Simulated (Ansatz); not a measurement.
Molecular dynamics, with input and output: AlHF2 (part 1 of 4)

The run: molecular dynamics of AlHF2. Method and program: RHF/def2-SVP (Ansatz 0.2.0).

It belongs to a series of runs on one base structure; here: dynamics from the start. Figures and captions count atoms from 1; the log counts them from 0 in places.

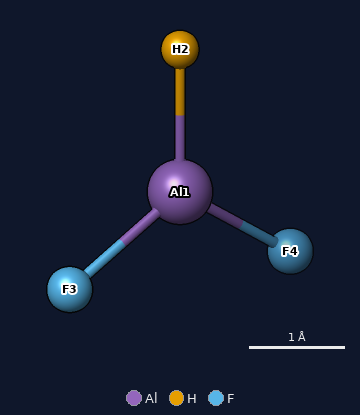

Figure 1. The structure as given in the input (ball-and-stick view, seen at a tilt; atoms are numbered from 1 in the order of the input). Sticks mark near contacts. Bond lengths as drawn: Al–F 1.64 Å and Al–H 1.55 Å.

## Results in brief

```tsv
quantity	value
outcome	finished
mean temperature over the second half	25 K
trajectory	300 steps, 150 fs
ensemble	nve
temperature in the input	50.0 K
time step	0.5 fs
potential energy (last step)	−12007.9135 eV
mean-field energy (last step)	−12007.9135 eV
largest force (length of the vector) (last step)	0.706 eV/Å
hardware	1 thread of Arm Neoverse V1, 24 GiB of memory available, shared host
wall time	93 s
peak memory	0.08 GiB
```

## Notes

So short a trajectory is not equilibrated.

## Input file
```yaml
crystal:
  periodic: [false, false, false]
  atoms:
    - { symbol: Al, position_ang: [0.0, 0.0, 0.007998] }
    - { symbol: H, position_ang: [0.0, 0.0, 1.558827] }
    - { symbol: F, position_ang: [1.400339, 0.0, -0.848413] }
    - { symbol: F, position_ang: [-1.400339, 0.0, -0.848413] }
basis:
  gaussian: { orbitals: def2-SVP }
hamiltonian:
  xc: hf
md:
  timestep: 0.5
  n_steps: 300
  ensemble: nve
  temperature: 50.0
  initial_velocities: maxwell_boltzmann
  seed: 652201
```

Launched with:
```bash
ansatz run input.yaml --threads 1 --pin off --max-ram 2048MiB --backend cpu --events-out ev --progress --plain --runs-dir out
```

## The program's output
```
Engine: ansatz 0.2.0, aarch64-unknown-linux-gnu
Functional definition: HF
  exchange = exact_x
  correlation = 0
494 factors; integrals over basis functions are off by at most 5.8e-4 eV
mean field evaluation 1: about -12005.2079 eV, gradient 3.8e1 eV
mean field evaluation 2: about -12005.2118 eV, gradient 3.8e1 eV
mean field evaluation 4: about -12007.9103 eV, gradient 1.4e0 eV
mean field evaluation 8: about -12007.9212 eV, gradient 2.0e-5 eV
mean field -12007.92121439 eV, -441.2829653673 hartree, gradient 2.3e-5 eV, S^2 0.000000; 0 other end points of the search recorded, 0 dependent functions left out
the calculation of the forces begins
reference -12007.92121439 eV, -441.2829653673 hartree; 16, 16 occupied and 35, 35 virtual orbitals, 494 factors
md step     0: t =     0.00 fs  T =    50.0 K  F+E_penalty+E_count = -12007.92121439 eV  E_kin = 0.012926 eV  conserved = -12007.90828839 eV  (23 SCF iters)
these checks for a lower state are left out or cut short: starts, cluster_reference, orbital_swaps, neighbouring_geometries, increment
494 factors; integrals over basis functions are off by at most 5.7e-4 eV
mean field -12007.92101168 eV, -441.2829579179 hartree, gradient 2.6e-5 eV, S^2 0.000000; 0 other end points of the search recorded, 0 dependent functions left out
the calculation of the forces begins
reference -12007.92101168 eV, -441.2829579179 hartree; 16, 16 occupied and 35, 35 virtual orbitals, 494 factors
md step     1: t =     0.50 fs  T =    49.2 K  F+E_penalty+E_count = -12007.92101168 eV  E_kin = 0.012725 eV  conserved = -12007.90828692 eV  (23 SCF iters)
[... from here on the SCF iterations and repeated set-up lines of each step are left out, up to the last step ...]
md step     2: t =     1.00 fs  T =    46.9 K  F+E_penalty+E_count = -12007.92039817 eV  E_kin = 0.012116 eV  conserved = -12007.90828201 eV  (22 SCF iters)
md step     3: t =     1.50 fs  T =    43.2 K  F+E_penalty+E_count = -12007.91945276 eV  E_kin = 0.011178 eV  conserved = -12007.90827432 eV  (23 SCF iters)
md step     4: t =     2.00 fs  T =    38.8 K  F+E_penalty+E_count = -12007.91829794 eV  E_kin = 0.010033 eV  conserved = -12007.90826504 eV  (22 SCF iters)
md step     5: t =     2.50 fs  T =    34.1 K  F+E_penalty+E_count = -12007.91708094 eV  E_kin = 0.008825 eV  conserved = -12007.90825569 eV  (23 SCF iters)
md step     6: t =     3.00 fs  T =    29.8 K  F+E_penalty+E_count = -12007.91594969 eV  E_kin = 0.007702 eV  conserved = -12007.90824786 eV  (22 SCF iters)
md step     7: t =     3.50 fs  T =    26.2 K  F+E_penalty+E_count = -12007.91502798 eV  E_kin = 0.006785 eV  conserved = -12007.90824287 eV  (23 SCF iters)
md step     8: t =     4.00 fs  T =    23.8 K  F+E_penalty+E_count = -12007.91439458 eV  E_kin = 0.006153 eV  conserved = -12007.90824152 eV  (23 SCF iters)
md step     9: t =     4.50 fs  T =    22.5 K  F+E_penalty+E_count = -12007.91407091 eV  E_kin = 0.005827 eV  conserved = -12007.90824390 eV  (22 SCF iters)
md step    10: t =     5.00 fs  T =    22.3 K  F+E_penalty+E_count = -12007.91401950 eV  E_kin = 0.005770 eV  conserved = -12007.90824938 eV  (22 SCF iters)
md step    11: t =     5.50 fs  T =    22.8 K  F+E_penalty+E_count = -12007.91415385 eV  E_kin = 0.005897 eV  conserved = -12007.90825676 eV  (22 SCF iters)
md step    12: t =     6.00 fs  T =    23.6 K  F+E_penalty+E_count = -12007.91435714 eV  E_kin = 0.006093 eV  conserved = -12007.90826453 eV  (22 SCF iters)
md step    13: t =     6.50 fs  T =    24.1 K  F+E_penalty+E_count = -12007.91450591 eV  E_kin = 0.006235 eV  conserved = -12007.90827119 eV  (22 SCF iters)
md step    14: t =     7.00 fs  T =    24.1 K  F+E_penalty+E_count = -12007.91449378 eV  E_kin = 0.006218 eV  conserved = -12007.90827552 eV  (22 SCF iters)
md step    15: t =     7.50 fs  T =    23.1 K  F+E_penalty+E_count = -12007.91425078 eV  E_kin = 0.005974 eV  conserved = -12007.90827679 eV  (22 SCF iters)
md step    16: t =     8.00 fs  T =    21.2 K  F+E_penalty+E_count = -12007.91375512 eV  E_kin = 0.005480 eV  conserved = -12007.90827484 eV  (22 SCF iters)
md step    17: t =     8.50 fs  T =    18.4 K  F+E_penalty+E_count = -12007.91303578 eV  E_kin = 0.004766 eV  conserved = -12007.90826987 eV  (22 SCF iters)
md step    18: t =     9.00 fs  T =    15.1 K  F+E_penalty+E_count = -12007.91216740 eV  E_kin = 0.003904 eV  conserved = -12007.90826306 eV  (21 SCF iters)
md step    19: t =     9.50 fs  T =    11.6 K  F+E_penalty+E_count = -12007.91125658 eV  E_kin = 0.003001 eV  conserved = -12007.90825529 eV  (21 SCF iters)
md step    20: t =    10.00 fs  T =     8.4 K  F+E_penalty+E_count = -12007.91042560 eV  E_kin = 0.002178 eV  conserved = -12007.90824783 eV  (15 SCF iters)
md step    21: t =    10.50 fs  T =     6.0 K  F+E_penalty+E_count = -12007.90979344 eV  E_kin = 0.001552 eV  conserved = -12007.90824161 eV  (23 SCF iters)
md step    22: t =    11.00 fs  T =     4.7 K  F+E_penalty+E_count = -12007.90945870 eV  E_kin = 0.001221 eV  conserved = -12007.90823758 eV  (16 SCF iters)
md step    23: t =    11.50 fs  T =     4.8 K  F+E_penalty+E_count = -12007.90948513 eV  E_kin = 0.001249 eV  conserved = -12007.90823634 eV  (15 SCF iters)
md step    24: t =    12.00 fs  T =     6.4 K  F+E_penalty+E_count = -12007.90989238 eV  E_kin = 0.001654 eV  conserved = -12007.90823810 eV  (16 SCF iters)
md step    25: t =    12.50 fs  T =     9.3 K  F+E_penalty+E_count = -12007.91065255 eV  E_kin = 0.002410 eV  conserved = -12007.90824268 eV  (16 SCF iters)
md step    26: t =    13.00 fs  T =    13.3 K  F+E_penalty+E_count = -12007.91169291 eV  E_kin = 0.003443 eV  conserved = -12007.90824955 eV  (15 SCF iters)
md step    27: t =    13.50 fs  T =    18.0 K  F+E_penalty+E_count = -12007.91290457 eV  E_kin = 0.004647 eV  conserved = -12007.90825777 eV  (21 SCF iters)
md step    28: t =    14.00 fs  T =    22.8 K  F+E_penalty+E_count = -12007.91415654 eV  E_kin = 0.005890 eV  conserved = -12007.90826640 eV  (21 SCF iters)
md step    29: t =    14.50 fs  T =    27.2 K  F+E_penalty+E_count = -12007.91531277 eV  E_kin = 0.007039 eV  conserved = -12007.90827417 eV  (21 SCF iters)
md step    30: t =    15.00 fs  T =    30.8 K  F+E_penalty+E_count = -12007.91625150 eV  E_kin = 0.007971 eV  conserved = -12007.90828013 eV  (22 SCF iters)
md step    31: t =    15.50 fs  T =    33.3 K  F+E_penalty+E_count = -12007.91688245 eV  E_kin = 0.008599 eV  conserved = -12007.90828303 eV  (22 SCF iters)
md step    32: t =    16.00 fs  T =    34.3 K  F+E_penalty+E_count = -12007.91716183 eV  E_kin = 0.008879 eV  conserved = -12007.90828255 eV  (21 SCF iters)
md step    33: t =    16.50 fs  T =    34.1 K  F+E_penalty+E_count = -12007.91709929 eV  E_kin = 0.008821 eV  conserved = -12007.90827873 eV  (21 SCF iters)
md step    34: t =    17.00 fs  T =    32.8 K  F+E_penalty+E_count = -12007.91675718 eV  E_kin = 0.008485 eV  conserved = -12007.90827218 eV  (22 SCF iters)
md step    35: t =    17.50 fs  T =    30.9 K  F+E_penalty+E_count = -12007.91624053 eV  E_kin = 0.007976 eV  conserved = -12007.90826404 eV  (23 SCF iters)
md step    36: t =    18.00 fs  T =    28.7 K  F+E_penalty+E_count = -12007.91567902 eV  E_kin = 0.007423 eV  conserved = -12007.90825580 eV  (23 SCF iters)
md step    37: t =    18.50 fs  T =    26.9 K  F+E_penalty+E_count = -12007.91520364 eV  E_kin = 0.006955 eV  conserved = -12007.90824899 eV  (22 SCF iters)
md step    38: t =    19.00 fs  T =    25.8 K  F+E_penalty+E_count = -12007.91492225 eV  E_kin = 0.006677 eV  conserved = -12007.90824494 eV  (23 SCF iters)
md step    39: t =    19.50 fs  T =    25.7 K  F+E_penalty+E_count = -12007.91489923 eV  E_kin = 0.006655 eV  conserved = -12007.90824441 eV  (23 SCF iters)
md step    40: t =    20.00 fs  T =    26.7 K  F+E_penalty+E_count = -12007.91514307 eV  E_kin = 0.006896 eV  conserved = -12007.90824751 eV  (22 SCF iters)
md step    41: t =    20.50 fs  T =    28.4 K  F+E_penalty+E_count = -12007.91560509 eV  E_kin = 0.007351 eV  conserved = -12007.90825361 eV  (23 SCF iters)
md step    42: t =    21.00 fs  T =    30.7 K  F+E_penalty+E_count = -12007.91618919 eV  E_kin = 0.007928 eV  conserved = -12007.90826149 eV  (22 SCF iters)
md step    43: t =    21.50 fs  T =    32.9 K  F+E_penalty+E_count = -12007.91677067 eV  E_kin = 0.008501 eV  conserved = -12007.90826966 eV  (23 SCF iters)
md step    44: t =    22.00 fs  T =    34.6 K  F+E_penalty+E_count = -12007.91722008 eV  E_kin = 0.008944 eV  conserved = -12007.90827657 eV  (22 SCF iters)
md step    45: t =    22.50 fs  T =    35.4 K  F+E_penalty+E_count = -12007.91742713 eV  E_kin = 0.009146 eV  conserved = -12007.90828101 eV  (22 SCF iters)
md step    46: t =    23.00 fs  T =    35.0 K  F+E_penalty+E_count = -12007.91732028 eV  E_kin = 0.009038 eV  conserved = -12007.90828223 eV  (22 SCF iters)
md step    47: t =    23.50 fs  T =    33.3 K  F+E_penalty+E_count = -12007.91687864 eV  E_kin = 0.008599 eV  conserved = -12007.90828007 eV  (21 SCF iters)
md step    48: t =    24.00 fs  T =    30.4 K  F+E_penalty+E_count = -12007.91613486 eV  E_kin = 0.007860 eV  conserved = -12007.90827491 eV  (22 SCF iters)
md step    49: t =    24.50 fs  T =    26.7 K  F+E_penalty+E_count = -12007.91516905 eV  E_kin = 0.006902 eV  conserved = -12007.90826743 eV  (21 SCF iters)
md step    50: t =    25.00 fs  T =    22.6 K  F+E_penalty+E_count = -12007.91409650 eV  E_kin = 0.005837 eV  conserved = -12007.90825905 eV  (21 SCF iters)
md step    51: t =    25.50 fs  T =    18.6 K  F+E_penalty+E_count = -12007.91304923 eV  E_kin = 0.004798 eV  conserved = -12007.90825082 eV  (22 SCF iters)
md step    52: t =    26.00 fs  T =    15.1 K  F+E_penalty+E_count = -12007.91215763 eV  E_kin = 0.003914 eV  conserved = -12007.90824392 eV  (22 SCF iters)
md step    53: t =    26.50 fs  T =    12.7 K  F+E_penalty+E_count = -12007.91153195 eV  E_kin = 0.003293 eV  conserved = -12007.90823916 eV  (16 SCF iters)
md step    54: t =    27.00 fs  T =    11.6 K  F+E_penalty+E_count = -12007.91124793 eV  E_kin = 0.003011 eV  conserved = -12007.90823721 eV  (17 SCF iters)
md step    55: t =    27.50 fs  T =    12.0 K  F+E_penalty+E_count = -12007.91133659 eV  E_kin = 0.003098 eV  conserved = -12007.90823831 eV  (17 SCF iters)
md step    56: t =    28.00 fs  T =    13.7 K  F+E_penalty+E_count = -12007.91178045 eV  E_kin = 0.003538 eV  conserved = -12007.90824232 eV  (15 SCF iters)
md step    57: t =    28.50 fs  T =    16.5 K  F+E_penalty+E_count = -12007.91251590 eV  E_kin = 0.004267 eV  conserved = -12007.90824871 eV  (21 SCF iters)
md step    58: t =    29.00 fs  T =    20.1 K  F+E_penalty+E_count = -12007.91344166 eV  E_kin = 0.005185 eV  conserved = -12007.90825654 eV  (22 SCF iters)
md step    59: t =    29.50 fs  T =    23.9 K  F+E_penalty+E_count = -12007.91443280 eV  E_kin = 0.006168 eV  conserved = -12007.90826486 eV  (21 SCF iters)
md step    60: t =    30.00 fs  T =    27.4 K  F+E_penalty+E_count = -12007.91535780 eV  E_kin = 0.007085 eV  conserved = -12007.90827242 eV  (21 SCF iters)
md step    61: t =    30.50 fs  T =    30.2 K  F+E_penalty+E_count = -12007.91609808 eV  E_kin = 0.007820 eV  conserved = -12007.90827822 eV  (22 SCF iters)
md step    62: t =    31.00 fs  T =    32.0 K  F+E_penalty+E_count = -12007.91656536 eV  E_kin = 0.008284 eV  conserved = -12007.90828103 eV  (22 SCF iters)
md step    63: t =    31.50 fs  T =    32.6 K  F+E_penalty+E_count = -12007.91671687 eV  E_kin = 0.008436 eV  conserved = -12007.90828050 eV  (22 SCF iters)
md step    64: t =    32.00 fs  T =    32.1 K  F+E_penalty+E_count = -12007.91656249 eV  E_kin = 0.008286 eV  conserved = -12007.90827667 eV  (22 SCF iters)
md step    65: t =    32.50 fs  T =    30.5 K  F+E_penalty+E_count = -12007.91616412 eV  E_kin = 0.007894 eV  conserved = -12007.90827015 eV  (23 SCF iters)
md step    66: t =    33.00 fs  T =    28.5 K  F+E_penalty+E_count = -12007.91562578 eV  E_kin = 0.007364 eV  conserved = -12007.90826207 eV  (22 SCF iters)
md step    67: t =    33.50 fs  T =    26.4 K  F+E_penalty+E_count = -12007.91507553 eV  E_kin = 0.006822 eV  conserved = -12007.90825393 eV  (22 SCF iters)
md step    68: t =    34.00 fs  T =    24.7 K  F+E_penalty+E_count = -12007.91464217 eV  E_kin = 0.006395 eV  conserved = -12007.90824727 eV  (22 SCF iters)
md step    69: t =    34.50 fs  T =    23.9 K  F+E_penalty+E_count = -12007.91443082 eV  E_kin = 0.006187 eV  conserved = -12007.90824339 eV  (23 SCF iters)
md step    70: t =    35.00 fs  T =    24.2 K  F+E_penalty+E_count = -12007.91450250 eV  E_kin = 0.006259 eV  conserved = -12007.90824308 eV  (23 SCF iters)
md step    71: t =    35.50 fs  T =    25.6 K  F+E_penalty+E_count = -12007.91486192 eV  E_kin = 0.006615 eV  conserved = -12007.90824642 eV  (22 SCF iters)
md step    72: t =    36.00 fs  T =    27.9 K  F+E_penalty+E_count = -12007.91545614 eV  E_kin = 0.007203 eV  conserved = -12007.90825278 eV  (23 SCF iters)
md step    73: t =    36.50 fs  T =    30.6 K  F+E_penalty+E_count = -12007.91618446 eV  E_kin = 0.007923 eV  conserved = -12007.90826096 eV  (22 SCF iters)
md step    74: t =    37.00 fs  T =    33.5 K  F+E_penalty+E_count = -12007.91691733 eV  E_kin = 0.008648 eV  conserved = -12007.90826942 eV  (22 SCF iters)
md step    75: t =    37.50 fs  T =    35.8 K  F+E_penalty+E_count = -12007.91752021 eV  E_kin = 0.009244 eV  conserved = -12007.90827665 eV  (22 SCF iters)
md step    76: t =    38.00 fs  T =    37.1 K  F+E_penalty+E_count = -12007.91787748 eV  E_kin = 0.009596 eV  conserved = -12007.90828142 eV  (23 SCF iters)
md step    77: t =    38.50 fs  T =    37.2 K  F+E_penalty+E_count = -12007.91791202 eV  E_kin = 0.009629 eV  conserved = -12007.90828299 eV  (23 SCF iters)
md step    78: t =    39.00 fs  T =    36.0 K  F+E_penalty+E_count = -12007.91759713 eV  E_kin = 0.009316 eV  conserved = -12007.90828118 eV  (23 SCF iters)
md step    79: t =    39.50 fs  T =    33.6 K  F+E_penalty+E_count = -12007.91695950 eV  E_kin = 0.008683 eV  conserved = -12007.90827639 eV  (23 SCF iters)
md step    80: t =    40.00 fs  T =    30.2 K  F+E_penalty+E_count = -12007.91607325 eV  E_kin = 0.007804 eV  conserved = -12007.90826925 eV  (22 SCF iters)
md step    81: t =    40.50 fs  T =    26.3 K  F+E_penalty+E_count = -12007.91504786 eV  E_kin = 0.006787 eV  conserved = -12007.90826119 eV  (23 SCF iters)
md step    82: t =    41.00 fs  T =    22.3 K  F+E_penalty+E_count = -12007.91401014 eV  E_kin = 0.005757 eV  conserved = -12007.90825329 eV  (23 SCF iters)
md step    83: t =    41.50 fs  T =    18.7 K  F+E_penalty+E_count = -12007.91308584 eV  E_kin = 0.004839 eV  conserved = -12007.90824652 eV  (21 SCF iters)
md step    84: t =    42.00 fs  T =    16.0 K  F+E_penalty+E_count = -12007.91238221 eV  E_kin = 0.004140 eV  conserved = -12007.90824185 eV  (16 SCF iters)
md step    85: t =    42.50 fs  T =    14.4 K  F+E_penalty+E_count = -12007.91197329 eV  E_kin = 0.003733 eV  conserved = -12007.90823988 eV  (16 SCF iters)
md step    86: t =    43.00 fs  T =    14.1 K  F+E_penalty+E_count = -12007.91189032 eV  E_kin = 0.003649 eV  conserved = -12007.90824084 eV  (16 SCF iters)
md step    87: t =    43.50 fs  T =    15.0 K  F+E_penalty+E_count = -12007.91211808 eV  E_kin = 0.003874 eV  conserved = -12007.90824458 eV  (23 SCF iters)
md step    88: t =    44.00 fs  T =    16.8 K  F+E_penalty+E_count = -12007.91259731 eV  E_kin = 0.004347 eV  conserved = -12007.90825056 eV  (22 SCF iters)
md step    89: t =    44.50 fs  T =    19.2 K  F+E_penalty+E_count = -12007.91323304 eV  E_kin = 0.004975 eV  conserved = -12007.90825790 eV  (22 SCF iters)
md step    90: t =    45.00 fs  T =    21.8 K  F+E_penalty+E_count = -12007.91390842 eV  E_kin = 0.005643 eV  conserved = -12007.90826564 eV  (22 SCF iters)
md step    91: t =    45.50 fs  T =    24.1 K  F+E_penalty+E_count = -12007.91450138 eV  E_kin = 0.006229 eV  conserved = -12007.90827255 eV  (23 SCF iters)
md step    92: t =    46.00 fs  T =    25.6 K  F+E_penalty+E_count = -12007.91490368 eV  E_kin = 0.006626 eV  conserved = -12007.90827770 eV  (23 SCF iters)
md step    93: t =    46.50 fs  T =    26.1 K  F+E_penalty+E_count = -12007.91503776 eV  E_kin = 0.006758 eV  conserved = -12007.90827986 eV  (22 SCF iters)
md step    94: t =    47.00 fs  T =    25.5 K  F+E_penalty+E_count = -12007.91487144 eV  E_kin = 0.006593 eV  conserved = -12007.90827873 eV  (23 SCF iters)
md step    95: t =    47.50 fs  T =    23.8 K  F+E_penalty+E_count = -12007.91442452 eV  E_kin = 0.006150 eV  conserved = -12007.90827436 eV  (23 SCF iters)
```
